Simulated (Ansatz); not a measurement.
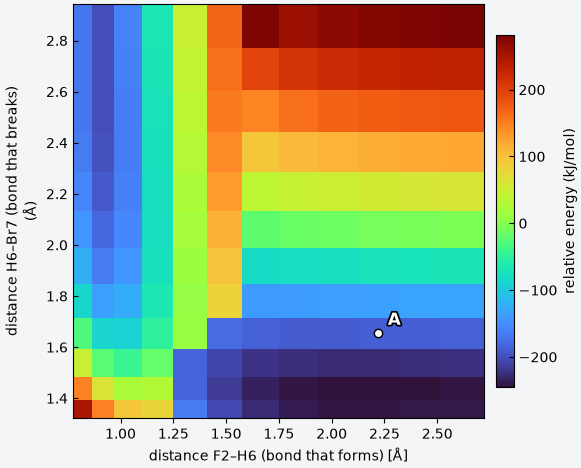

The reacting system BrFH5NSi (fragments FH₄NSi + BrH where the first distance is long, BrH₄NSi + FH where the second is long). The first coordinate is: distance F2–H6 (bond that forms); the second: distance H6–Br7 (bond that breaks). Relaxed at each point: all other coordinates. Grid: 12 × 12 points. Points are written as (first, second). All energies are given in kJ/mol relative to a guessed transition structure relaxed with its forming and breaking bonds held. Energies and slopes of some neighbouring points disagree (a jump in structure or state, or too coarse a mesh). The reference is spin-restricted, so regions where a bond is pulled apart into radicals lie too high. The calculation used RHF/def2-SVP in Ansatz.

In the figure: one coloured cell a grid point, the point A.

Question: Is A at rest? If not, where is it pushed?

Answer: A, at (2.220 Å, 1.655 Å), is not a stationary point. The computed force is 7 kJ/mol for each Å towards smaller values of the first coordinate and 380 kJ/mol for each Å towards smaller values of the second coordinate.
